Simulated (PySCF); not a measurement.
H2Se, SMILES `[SeH2]`.

PySCF calculation, CAM-B3LYP/def2-SVP, gas phase; geometry: GFN2-xTB. No frequency check shows the geometry to be a minimum. GFN2-xTB bond lengths at metals and heavier atoms can be off by up to 0.1 Å and shapes distorted, which carries into these values. Without diffuse functions Rydberg states are missing, so the states' numbers hold for this basis only.

Input

```python
import numpy as np
from pyscf import gto, scf, dft, tdscf
from pyscf.scf import atom_ks, atom_hf
from scipy.linalg import block_diag

def solve(mol, dm0=None, hcore=None):
    mf = (dft.UKS if mol.spin else dft.RKS)(mol, xc='camb3lyp')
    mf.grids.level = 3
    mf = mf.density_fit(auxbasis='def2-universal-jkfit')
    mf.conv_tol, mf.max_cycle = 1e-8, 80
    if hcore is not None:
        mf.get_hcore = lambda *args: hcore
    mf.kernel(dm0)
    if not mf.converged:
        mf = mf.newton().run(mf.mo_coeff, mf.mo_occ, max_cycle=30)
    assert mf.converged, 'SCF not converged'
    return mf

mol = gto.M(atom='''
Se     0.00001    -0.05580     0.00000
H      1.02826     0.94872     0.00000
H     -1.02849     0.94848     0.00000
''', basis='def2-svp', charge=0, spin=0, verbose=4)
mf = solve(mol)
td = mf.TDDFT()
td.nstates, td.singlet, td.conv_tol = 6, True, 1e-5
td.kernel()
td.analyze()
x, y = np.array([p[0] for p in td.xy]), np.array([p[1] + 0 * p[0] for p in td.xy])
f, mu = td.oscillator_strength(), td.transition_dipole()
nto = [td.get_nto(state=i + 1, verbose=4) for i in range(len(td.e))]
# spherically averaged free atoms, for the promolecule
atm = atom_ks.get_atm_nrks(mol, xc='camb3lyp')
pro = block_diag(*[(atm[a[0]][2] * atm[a[0]][3]) @ atm[a[0]][2].T for a in mol._atom])
np.savez('result.npz', e=td.e, f=f, ok=td.converged, w=[n[0] for n in nto], nto=[n[1] for n in nto], x=x, y=y, c=mf.mo_coeff, occ=mf.mo_occ, eps=mf.mo_energy, pro=pro, mu=mu)
```

Launched as:

```sh
OMP_NUM_THREADS=1 python input.py
```

The run took 14 s on 1 thread of Intel(R) Xeon(R) Platinum 8488C (Sapphire Rapids), on a shared host, peak memory 0.26 GiB.

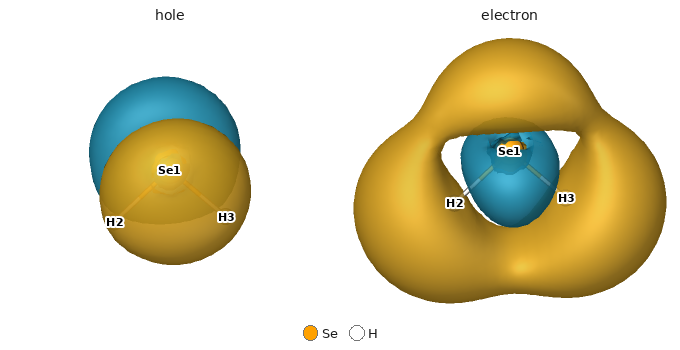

Leading natural transition orbital pair of S₂ (full linear response singlet states); the surfaces enclose about 85 % of each orbital's density.

Question: Where does the state lie, and where do hole and electron sit?

Answer: 6.53 eV (190 nm), f = 0.002, partly diffuse acceptor orbital, which a basis without diffuse functions describes poorly; the leading pair carries 100 %; hole on Se1 (92 %), electron on Se1 (47 %) and H2 and H3 (27 % each) (atom shares of so diffuse an orbital are rough); their centroids lie 0.8 Å apart. In canonical orbitals it is mainly HOMO → LUMO+1 (100 %). The HOMO–LUMO gap is 9.96 eV.
